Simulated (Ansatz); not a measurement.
**Molecular dynamics, with input and output: SiH₂O₂ (part 3 of 3)**

Continued. System: SiH₂O₂. Method: RKS B3LYP/def2-SVP (Ansatz 0.2.0). It belongs to a series of runs on one base structure; here: dynamics from the highest image of the converged band.

Geometry of the input (Å):
```
O  -1.4042  -0.2318  -0.1649
Si 0.1720  -0.3415  0.2952
O  1.3404  0.6063  -0.1945
H  -1.6514  0.4705  -0.7905
H  1.5931  -0.5771  0.8132
```

What the program printed, continued
```
md step   199: t =    99.50 fs  T =  2354.5 K  F+E_penalty+E_count = -11998.39114683 eV  E_kin = 0.913042 eV  conserved = -11997.47810488 eV  (26 SCF iters)
these checks for a lower state are left out or cut short: starts, cluster_reference, orbital_swaps, neighbouring_geometries, increment
560 factors; integrals over basis functions are off by at most 4.2e-4 eV
mean field -11998.48074599 eV, -440.9360345528 hartree, gradient 3.3e-5 eV, S^2 0.000000; 0 other end points of the search recorded, 0 dependent functions left out
the calculation of the forces begins
reference -11998.48092680 eV, -440.9360411974 hartree; 16, 16 occupied and 40, 40 virtual orbitals, 560 factors
560 factors; integrals over basis functions are off by at most 4.2e-4 eV
mean field evaluation 1344: about -11998.4807 eV, gradient 8.9e-4 eV
mean field -11998.48074599 eV, -440.9360345528 hartree, gradient 3.3e-5 eV, S^2 0.000000; 1 other end points of the search recorded, 0 dependent functions left out
the calculation of the forces begins
reference -11998.48092680 eV, -440.9360411974 hartree; 16, 16 occupied and 40, 40 virtual orbitals, 560 factors
md step   200: t =   100.00 fs  T =  2585.4 K  F+E_penalty+E_count = -11998.48074599 eV  E_kin = 1.002560 eV  conserved = -11997.47818559 eV  (26 SCF iters)
```

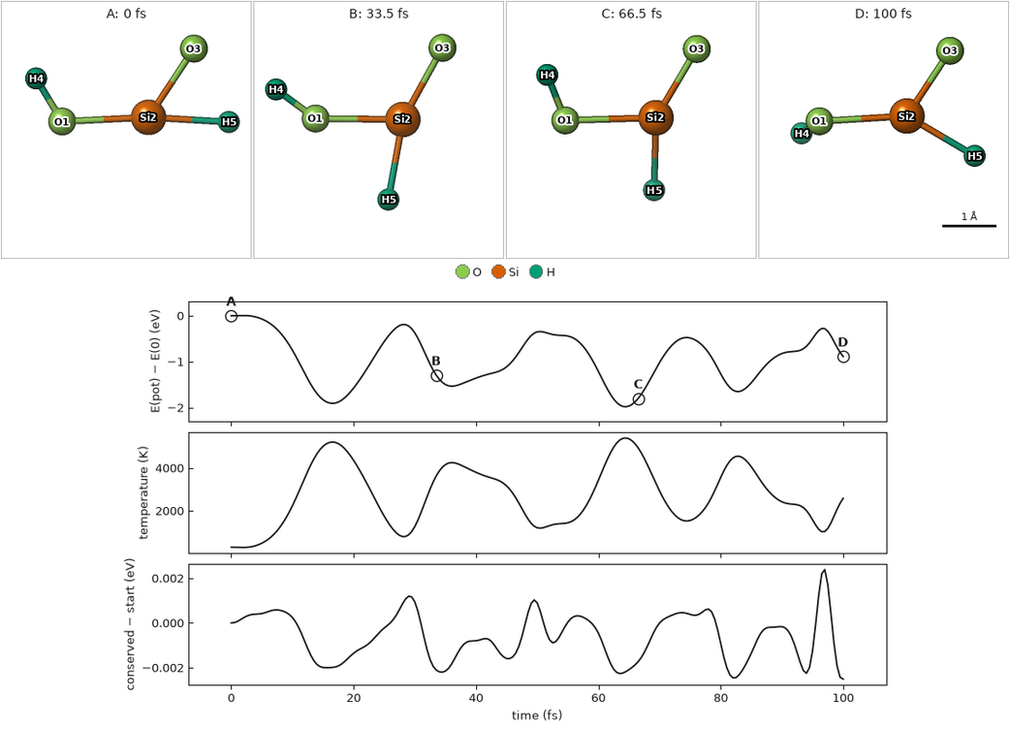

*Frames of the molecular dynamics (ball-and-stick, seen at a tilt) above the curves, on which the letters mark them.*

The trajectory kept here has 201 frames over 100 fs. The temperature starts at 300 K, ranges from 288 to 5405 K and averages 2787 K over the second half. The potential energy ends 0.889 eV below its first value. The conserved quantity stays within 0.0049 eV. After an unweighted best fit of the last frame on the first, the root-mean-square displacement is 0.53 Å.

```
Total energy: -11998.48092680 eV, -440.9360411974 hartree
Atom 0 at    -1.386019    -0.219988    -0.247594 Å, force     0.592843    -1.483013    -0.084004 eV/Å
Atom 1 at     0.200315    -0.313606     0.258862 Å, force     0.143481    -0.111966     0.351823 eV/Å
Atom 2 at     1.293251     0.668548    -0.060590 Å, force     0.986509     2.242166    -1.145200 eV/Å
Atom 3 at    -1.588053    -0.975503    -0.851242 Å, force    -0.212653     0.655249     0.491524 eV/Å
Atom 4 at     1.201280    -1.083329     1.074557 Å, force    -1.510180    -1.302436     0.385856 eV/Å
Dipole moment:    -0.544012    -0.775613    -0.005749 e Å
```

Trajectory as extended XYZ (Å, eV, eV/Å), 18 of the 201 frames kept, from step=0 to step=200
```
5
Properties=species:S:1:pos:R:3:forces:R:3 step=0 time_fs=0.0 energy=-11997.59201 temperature=300.0
O    -1.4042   -0.2318   -0.1649   -0.0069   0.0176  -0.0162
Si    0.1720   -0.3415    0.2952    0.0013   0.0018  -0.0010
O     1.3404    0.6063   -0.1945   -0.0043  -0.0001  -0.0011
H    -1.6514    0.4705   -0.7905    0.0094  -0.0179   0.0170
H     1.5931   -0.5771    0.8132    0.0005  -0.0015   0.0014
5
Properties=species:S:1:pos:R:3:forces:R:3 step=12 time_fs=6.0 energy=-11997.73159 temperature=661.2
O    -1.4078   -0.2380   -0.1523    0.1794  -0.4413   0.3272
Si    0.1770   -0.3294    0.2885    0.8285   0.6162  -0.2523
O     1.3332    0.6080   -0.1917   -0.4468   0.6657  -0.5679
H    -1.5200    0.4086   -0.8626   -0.1943   0.2466  -0.2282
H     1.4929   -0.7809    0.8287   -0.3669  -1.0872   0.7211
5
Properties=species:S:1:pos:R:3:forces:R:3 step=24 time_fs=12.0 energy=-11998.84276 temperature=3523.3
O    -1.4083   -0.2490   -0.1376    0.5453  -0.1739  -0.1157
Si    0.1945   -0.3110    0.2794    2.6490  -0.3893   0.4141
O     1.3160    0.6231   -0.2002   -0.5662   0.8058  -0.5401
H    -1.4333    0.3468   -0.9222   -0.2741  -0.2693   0.4744
H     1.2008   -1.2978    1.0442   -2.3540   0.0267  -0.2328
5
Properties=species:S:1:pos:R:3:forces:R:3 step=35 time_fs=17.5 energy=-11999.47162 temperature=5142.1
O    -1.3977   -0.2650   -0.1220    1.2489   0.0125  -0.0387
Si    0.2328   -0.3003    0.2761   -1.6462  -3.3110   1.5557
O     1.2926    0.6522   -0.2181    0.9266   0.7691  -0.3099
H    -1.4443    0.2782   -0.9248   -0.4931   0.2188  -0.0049
H     0.3476   -1.7356    1.1737   -0.0361   2.3106  -1.2022
5
Properties=species:S:1:pos:R:3:forces:R:3 step=47 time_fs=23.5 energy=-11998.46279 temperature=2543.9
O    -1.3641   -0.2795   -0.1101    0.0770   0.9909  -1.2222
Si    0.2577   -0.3221    0.2882   -2.6261  -1.1070   0.3776
O     1.2821    0.6967   -0.2426    0.1900  -0.7429   0.4960
H    -1.5996    0.2506   -0.8872   -0.3679   0.3457  -0.0321
H    -0.5565   -1.5742    0.9993    2.7270   0.5133   0.3807
5
Properties=species:S:1:pos:R:3:forces:R:3 step=59 time_fs=29.5 energy=-11997.87584 temperature=1034.9
O    -1.3325   -0.2702   -0.1291   -2.1230   1.5345  -2.2667
Si    0.2567   -0.3555    0.3041    0.8749   3.0230  -1.7762
O     1.2748    0.7253   -0.2565   -0.9749  -2.2473   1.3175
H    -1.8471    0.2742   -0.7779    0.6303  -0.2560   0.4965
H    -0.6663   -1.2687    0.9683    1.5927  -2.0543   2.2289
5
Properties=species:S:1:pos:R:3:forces:R:3 step=71 time_fs=35.5 energy=-11999.11815 temperature=4230.3
O    -1.3312   -0.2386   -0.1829    0.4875  -1.0491   0.7785
Si    0.2551   -0.3599    0.3034   -2.2260   1.0285   0.1639
O     1.2506    0.7092   -0.2441   -0.0589  -1.5356   0.8850
H    -1.9795    0.3142   -0.6190    0.4429   0.3783  -0.3479
H    -0.1274   -1.4343    1.4867    1.3545   1.1778  -1.4795
5
Properties=species:S:1:pos:R:3:forces:R:3 step=82 time_fs=41.0 energy=-11998.90349 temperature=3680.1
O    -1.3279   -0.2243   -0.2233    0.6594  -1.8599   1.2394
Si    0.2351   -0.3505    0.3024   -0.8233  -0.4041   1.6414
O     1.2276    0.6667   -0.2167    1.3109   0.5166  -0.3781
H    -1.9418    0.4304   -0.5480    0.2282   0.4749  -0.1577
H     0.7072   -1.3627    1.6515   -1.3752   1.2725  -2.3451
5
Properties=species:S:1:pos:R:3:forces:R:3 step=94 time_fs=47.0 energy=-11998.39349 temperature=2364.2
O    -1.3192   -0.2405   -0.2458   -1.2884  -0.4550   0.5452
Si    0.2044   -0.3425    0.3171    0.1344   0.7960  -0.5349
O     1.2279    0.6310   -0.1947    1.5132   2.0525  -1.2525
H    -1.7393    0.6215   -0.4785    0.7280  -0.7897   0.2393
H     1.2149   -0.9538    1.1777   -1.0872  -1.6038   1.0030
5
Properties=species:S:1:pos:R:3:forces:R:3 step=106 time_fs=53.0 energy=-11998.01127 temperature=1379.0
O    -1.3310   -0.2746   -0.2536   -1.1169   0.2578   0.4067
Si    0.1754   -0.3269    0.3288    3.0999   0.1994  -0.2680
O     1.2576    0.6354   -0.1964   -0.1896   1.2957  -0.4546
H    -1.3899    0.7010   -0.3880   -0.5220  -0.4273  -0.3962
H     1.3895   -0.9962    0.9140   -1.2713  -1.3255   0.7121
5
Properties=species:S:1:pos:R:3:forces:R:3 step=118 time_fs=59.0 energy=-11998.55454 temperature=2782.1
O    -1.3626   -0.3048   -0.2511    0.5399   0.1471   0.9166
Si    0.1805   -0.3085    0.3345    4.7644  -1.2535  -0.4077
O     1.2837    0.6672   -0.2078   -1.6517  -0.0677   0.6028
H    -1.2260    0.6480   -0.4310   -1.3090   0.4074  -0.8428
H     1.1708   -1.4803    0.9370   -2.3436   0.7667  -0.2690
5
Properties=species:S:1:pos:R:3:forces:R:3 step=129 time_fs=64.5 energy=-11999.57379 temperature=5405.0
O    -1.3826   -0.3225   -0.2336    1.6886   1.8977   0.2574
Si    0.2306   -0.3037    0.3347   -0.8440  -1.4310  -1.4554
O     1.2805    0.6970   -0.2082   -0.5325  -0.4188   0.8521
H    -1.4285    0.5802   -0.6732   -0.4680  -1.2990   0.3545
H     0.3453   -1.7408    0.9064    0.1560   1.2511  -0.0086
5
Properties=species:S:1:pos:R:3:forces:R:3 step=141 time_fs=70.5 energy=-11998.50103 temperature=2644.5
O    -1.3732   -0.3123   -0.2076    0.7921   0.8268  -0.3887
Si    0.2759   -0.3161    0.3196   -4.4876  -1.3276  -0.9485
O     1.2675    0.7224   -0.1924    0.8682  -0.1335   0.4513
H    -1.7969    0.2533   -0.8864    0.4460  -0.0062   0.3689
H    -0.4917   -1.6318    0.8769    2.3813   0.6405   0.5171
5
Properties=species:S:1:pos:R:3:forces:R:3 step=153 time_fs=76.5 energy=-11998.17976 temperature=1816.7
O    -1.3504   -0.2815   -0.1940   -0.2591   0.0588  -0.8785
Si    0.2726   -0.3419    0.2920   -2.5355   1.2269  -1.0072
O     1.2690    0.7422   -0.1656    0.3093  -0.9776   0.5410
H    -1.9853   -0.1387   -0.9141    0.5396   0.4937   0.0191
H    -0.5970   -1.3266    1.0297    1.9458  -0.8018   1.3256
5
Properties=species:S:1:pos:R:3:forces:R:3 step=165 time_fs=82.5 energy=-11999.24095 temperature=4546.0
O    -1.3305   -0.2477   -0.1979   -0.6459  -0.6350  -0.6776
Si    0.2360   -0.3550    0.2536   -0.7551   1.4432   1.1843
O     1.2774    0.7414   -0.1278   -0.3930  -1.5662   0.2643
H    -1.9802   -0.4169   -0.9041    0.8038   0.2838   0.3810
H    -0.0286   -1.2042    1.5526    0.9901   0.4742  -1.1520
5
Properties=species:S:1:pos:R:3:forces:R:3 step=176 time_fs=88.0 energy=-11998.58515 temperature=2860.6
O    -1.3200   -0.2260   -0.2085   -1.5075  -0.4118  -0.0004
Si    0.1973   -0.3506    0.2292    3.6250   0.9079   3.3641
O     1.2787    0.7130   -0.0886   -0.4035  -0.6755  -0.5729
H    -1.8541   -0.6021   -0.9045   -0.1774  -0.1886  -0.2821
H     0.7361   -1.0351    1.7788   -1.5367   0.3679  -2.5087
5
Properties=species:S:1:pos:R:3:forces:R:3 step=188 time_fs=94.0 energy=-11998.25761 temperature=2010.6
O    -1.3409   -0.2149   -0.2257   -1.0879  -0.5887  -0.0564
Si    0.1921   -0.3358    0.2387    1.3261   0.3751   0.9143
O     1.2751    0.6719   -0.0587    1.1519   1.9237  -1.5967
H    -1.7024   -0.7991   -0.9011   -0.2320  -0.0850  -0.0530
H     1.1161   -0.7748    1.3076   -1.1581  -1.6252   0.7918
5
Properties=species:S:1:pos:R:3:forces:R:3 step=200 time_fs=100.0 energy=-11998.48075 temperature=2585.4
O    -1.3860   -0.2200   -0.2476    0.5928  -1.4830  -0.0840
Si    0.2003   -0.3136    0.2589    0.1435  -0.1120   0.3518
O     1.2933    0.6685   -0.0606    0.9865   2.2422  -1.1452
H    -1.5881   -0.9755   -0.8512   -0.2127   0.6552   0.4915
H     1.2013   -1.0833    1.0746   -1.5102  -1.3024   0.3859
```
